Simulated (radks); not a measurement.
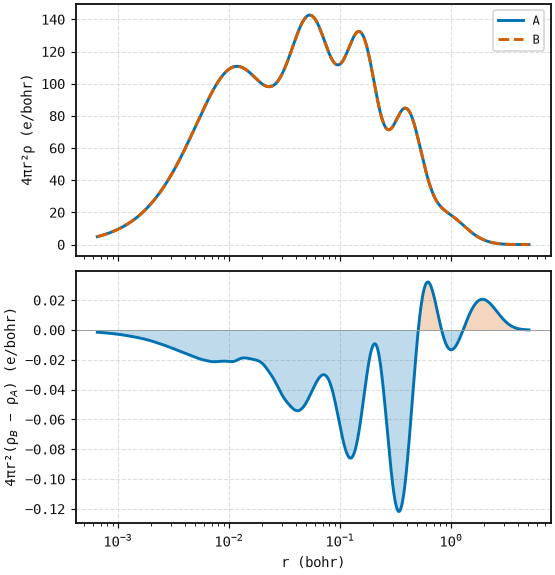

The iridium ion Ir³⁺ in [Xe] 4f14 5d6 (open shells shared over both j by 2j + 1) was computed by two methods: Slater X-alpha with alpha = 0.85; Slater X-alpha with alpha = 0.868. Both runs are Dirac and spherical. Computed with the in-house radial solver radks.

The plot shows both radial densities and the radial density of run B less that of run A; on the logarithmic r axis, areas aren't charges.

A is Slater X-alpha with alpha = 0.868 and B is Slater X-alpha with alpha = 0.85.

Where does the charge move between the methods?

Answer. B holds 0.034 electrons more than A where the difference is positive (most at r = 0.62 bohr) and as many fewer where it is negative (most at r = 0.34 bohr), out of 74 electrons.
